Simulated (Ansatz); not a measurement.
# TiH (P6_3/mmc): cell relaxations under several functionals in Python

The task is cell relaxations under several functionals, for TiH (P6_3/mmc).

All numbers are computed with the Python package of Ansatz 0.2.0. The levels of theory stand in the script.

## (1) The structure

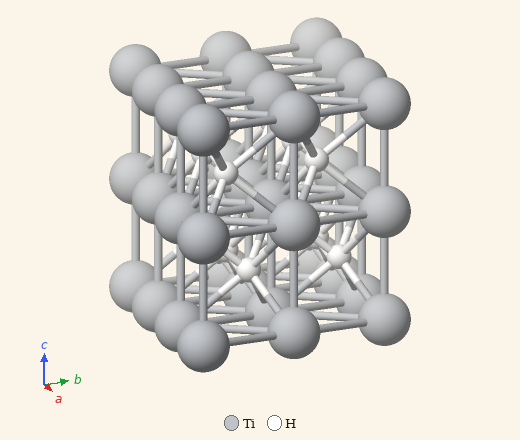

The structure that the script starts from, seen slightly off an axis (titanium light grey, hydrogen white). 3×2×1 cells are drawn. Atoms on cell faces are repeated.

Input file POSCAR:

```text
TiH
1.0
   2.87758152    0.00000000    0.00000000
  -1.43879076    2.49205870    0.00000000
   0.00000000    0.00000000    5.26329400
Ti H
2 2
Direct
   0.00000000    0.00000000    0.00000000
   0.00000000    0.00000000    0.50000000
   0.66666667    0.33333333    0.75000000
   0.33333333    0.66666667    0.25000000
```

## (2) The code

Input file lattice_tih.py:

```python
'''Relaxed cell of TiH under several functionals.'''

import warnings

import ansatz as az
from ase.io import read
import numpy as np

def edges_and_angles(cell):
    cell = np.asarray(cell)
    a, b, c = np.linalg.norm(cell, axis=1)
    cosines = cell[1] @ cell[2] / (b * c), cell[0] @ cell[2] / (a * c), cell[0] @ cell[1] / (a * b)
    return (a, b, c, *np.degrees(np.arccos(cosines)))

warnings.simplefilter('ignore', az.DeckWarning)

atoms = read('POSCAR', format='vasp')
cell = az.Crystal.from_ase(atoms)

calc = (
    cell.calculation()
    .scf(tolerance=1e-06)
    .occupations('fermi_dirac', width=200 * az.meV)
    .kpoints(mesh=(7, 7, 4), center='gamma')
    .basis(420, xc_grid=1)
    .initial_density(normalization='cell')
    .relax(cell=True, force_tolerance=0.01, density_extrapolation='transplant')
)

levels = [('lda', 'none'), ('blyp', 'd3bj'), ('pbesol', 'none')]
print('level            a       b       c    alpha   beta  gamma  V/atom  steps')
for name, dispersion in levels:
    seen = []
    run = calc.functional(name, dispersion=dispersion).session().plan()
    outcome = run.execute(on_event=lambda e: seen.append(e) if e['event'] == 'relax_step' else None)
    cell = outcome.lattice.cell_ang
    label = name if dispersion == 'none' else f'{name}+{dispersion}'
    print('{:13s} {:7.4f} {:7.4f} {:7.4f} {:6.2f} {:6.2f} {:6.2f}'.format(label, *edges_and_angles(cell)), f'{abs(np.linalg.det(cell)) / len(outcome.lattice.sites):7.3f} {len(seen):5d}')
```

## (3) The calls as engine input

The package turns the script's settings into the engine's input (first run):

```yaml
crystal:
  lattice:
    - [2.87758152, 0.0, 0.0]
    - [-1.43879076, 2.4920587, 0.0]
    - [0.0, 0.0, 5.263294]
  atoms:
    - { symbol: Ti, position: [0.0, 0.0, 0.0] }
    - { symbol: Ti, position: [0.0, 0.0, 0.5] }
    - { symbol: H, position: [0.66666667, 0.33333333, 0.75] }
    - { symbol: H, position: [0.33333333, 0.66666667, 0.25] }
basis:
  ecutwfc: 420.0
  xc_grid: 1
kpoints:
  mp_grid:
    grid: [7, 7, 4]
    shift: [0.0, 0.0, 0.0]
hamiltonian:
  xc: lda
  dispersion: none
scf:
  convergence:
    dr2_threshold: 1.0e-06
  occupations:
    method: fermi_dirac
    width: 0.2
  initial_density:
    normalization: cell
relax:
  f_tol: 0.01
  density_extrapolation: transplant
  cell: {}
```

## (4) The run

Command:

```bash
$ python lattice_tih.py
```

The program printed:

```text
level            a       b       c    alpha   beta  gamma  V/atom  steps
lda            2.8134  2.8134  5.1171  90.00  90.00 120.00   8.769     8
blyp+d3bj      2.7843  2.7843  5.1120  90.00  90.00 120.00   8.580     8
pbesol         2.8412  2.8412  5.1826  90.00  90.00 120.00   9.058     6
```

Run time: 27 s. Hardware: 1 thread of Arm Neoverse V1, shared host; peak memory 0.42 GiB.

## (5) What changed from run to run

The engine's inputs for the other runs:

Run 2, against run 1:

```diff
@@ -19,2 +19,2 @@
-  xc: lda
-  dispersion: none
+  xc: blyp
+  dispersion: d3bj
```

Run 3, against run 1:

```diff
@@ -19 +19 @@
-  xc: lda
+  xc: pbesol
```

## (6) What each run gave

The 3 runs, in the order started:

| run | functional | dispersion | energy (eV/atom) | final volume (Å³/atom) | SCF cycles in all | CPU time (s) |
| --- | --- | --- | --- | --- | --- | --- |
| 1 | lda | none | -1233.2673 | 8.77 | 48 | 9.5 |
| 2 | blyp | d3bj | -1261.9217 | 8.58 | 49 | 9.7 |
| 3 | pbesol | none | -1245.0335 | 9.06 | 36 | 6.9 |

Energies are free energies F = E - TS of the smeared occupations. Totals hang on method, basis and potentials, so only like runs compare.

## (7) Path of the relaxation of run 1

Step by step:

```csv
step,E - E(step 1) (eV/cell),largest force component (eV/Å),pressure (GPa),volume (Å³)
1,0.0000,0.0000,-8.93,37.74
2,-0.0385,0.0000,7.17,33.49
3,-0.0801,0.0000,-0.79,35.29
4,-0.0809,0.0000,-0.18,35.13
5,-0.0811,0.0000,0.00,35.09
6,-0.0793,0.0000,-0.04,35.09
7,-0.0794,0.0000,0.00,35.08
8,-0.0793,0.0000,0.00,35.08
```

Step 1 is the start. Steps 6, 8 each repeat the geometry before them on a plane-wave basis chosen anew, so the energy can jump there without any move.

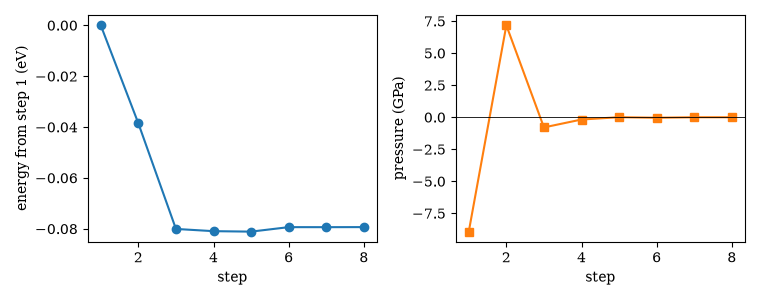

Energy and pressure along the relaxation.

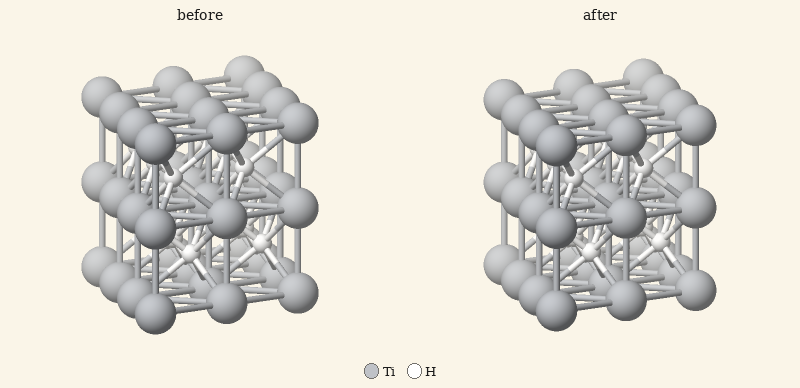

Before and after, at one scale.

|  | before | after | change |
| --- | --- | --- | --- |
| a (Å) | 2.878 | 2.813 | -2.2 % |
| b (Å) | 2.878 | 2.813 | -2.2 % |
| c (Å) | 5.263 | 5.117 | -2.8 % |
| volume (Å³/atom) | 9.44 | 8.77 | -7.1 % |
| shortest distance (Å) | 2.119 | 2.068 | -2.4 % |
| space group (0.01 Å) | P6_3/mmc | P6_3/mmc | same |

Forces and stress were held to the start's 24 operations: a distortion of lower symmetry was not tested.

## (8) How the relaxation of run 3 went

The steps of the relaxation:

```csv
step,energy from step 1 (eV/cell),largest force component (eV/Å),pressure (GPa),volume (Å³)
1,0.0000,0.0000,-4.94,37.74
2,-0.0135,0.0000,3.43,35.34
3,-0.0250,0.0000,-0.26,36.31
4,-0.0252,0.0000,-0.08,36.25
5,-0.0252,0.0000,0.00,36.23
6,-0.0243,0.0000,-0.01,36.23
```

Step 1 is the start. Step 6 repeats the geometry before it on a plane-wave basis chosen anew for that cell, so its energy need not be comparable with the rows above.

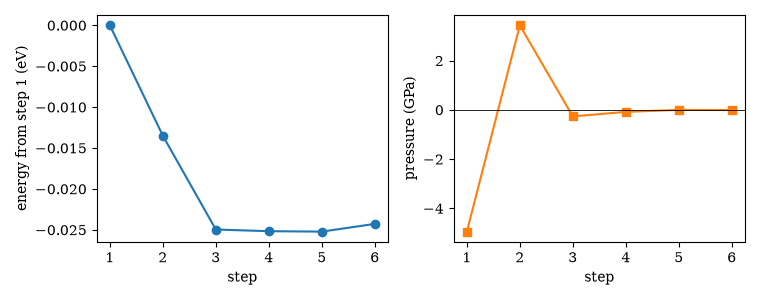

Energy and pressure along the relaxation.

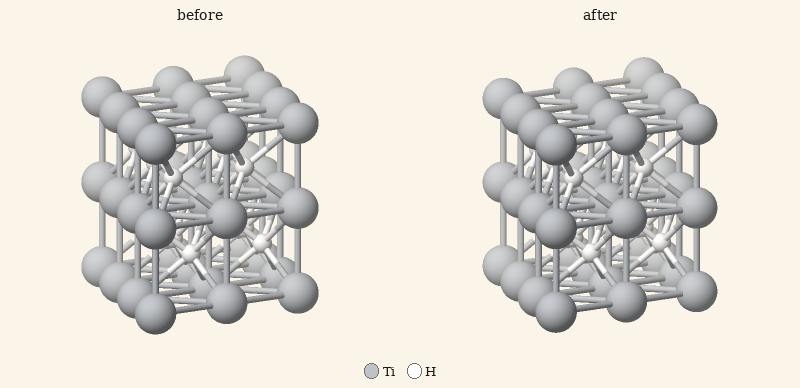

Before and after, at one scale.

|  | before | after | change |
| --- | --- | --- | --- |
| a (Å) | 2.878 | 2.841 | -1.3 % |
| b (Å) | 2.878 | 2.841 | -1.3 % |
| c (Å) | 5.263 | 5.183 | -1.5 % |
| volume (Å³/atom) | 9.44 | 9.06 | -4.0 % |
| shortest distance (Å) | 2.119 | 2.090 | -1.4 % |
| space group (0.01 Å) | P6_3/mmc | P6_3/mmc | same |

The run keeps the 24 symmetry operations of the start, so it could not have lowered the symmetry.

## (9) What came out

```
      quantity                                      value
 runs compared                                          3
relaxed volume  8.58 (blyp d3bj) to 9.06 Å³/atom (pbesol)
```

In words: From smallest to largest: BLYP+D3BJ (8.58 Å³ an atom, -9.1 % against the start), LDA (8.77 Å³ an atom, -7.1 % against the start) and PBEsol (9.06 Å³ an atom, -4.0 % against the start). The spread is 5.6 % in volume. In run 1, the volume shrank by 7.1 % over 5 moves, and the space group stayed P6_3/mmc. In run 3, over 4 moves the cell shrank by 4.0 % in volume, and the space group stayed P6_3/mmc. Forces vanish by symmetry, so the ions can't move, and the end may be a saddle. BLYP and dispersion corrections can be off by several per cent in the lattices of metals, and by several GPa in the pressure at a fixed cell. For a metal this k-point mesh is coarse: on a finer one energies can move by several to tens of meV an atom and pressures by half a GPa or more, differences at one mesh by less. The program warned that this SCF threshold is loose for forces or stresses. This cell is a computed structure, which may not be the phase found in nature. The script silences the warnings on its input, which a real study should read.
